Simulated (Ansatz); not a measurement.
# SiCl4 (SMILES Cl[Si](Cl)(Cl)Cl): the energy, rung by rung

SiCl4 has 5 atoms, charge 0, and is taken as a singlet. SMILES: `Cl[Si](Cl)(Cl)Cl`. The shape was relaxed beforehand at wB97X-V/def2-SVP.

Quantity: the adiabatic ionisation energy (to the doublet cation, shapes relaxed at wB97X-V/def2-SVP, no zero-point term), in eV. The values are calculated.

```
           level                    kind  program  value (eV)  less CCSD(T)/def2-SVP  CPU time (all runs)
     HF/def2-SVP            Hartree–Fock   Ansatz       11.21                  +0.08                7.7 s
  SVWN5/def2-SVP                     LDA   Ansatz       10.98                  -0.15                4.8 s
PBE0-D4/def2-SVP           global hybrid   Ansatz       11.31                  +0.18                8.2 s
wB97M-V/def2-SVP  range-separated hybrid   Ansatz       11.42                  +0.29                 29 s
 B2PLYP/def2-SVP           double hybrid   Ansatz       11.20                  +0.07                 11 s
RPA@PBE/def2-SVP                     RPA   Ansatz       10.83                  -0.30                 14 s
    MP2/def2-SVP     perturbation theory   Ansatz       11.29                  +0.16                9.2 s
CCSD(T)/def2-SVP   coupled cluster or CI   Ansatz       11.13                   0.00                 23 s
```

CCSD(T)/def2-SVP is the highest level here, not the true value. The values span 10.83 to 11.42 eV. CPU times are rough (shared hosts, several kinds of processor): they show what a rung costs within a factor of a few.

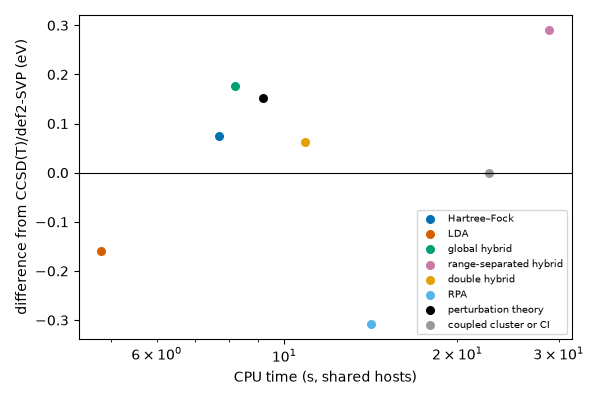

Difference from CCSD(T)/def2-SVP against processor time, one point a level.
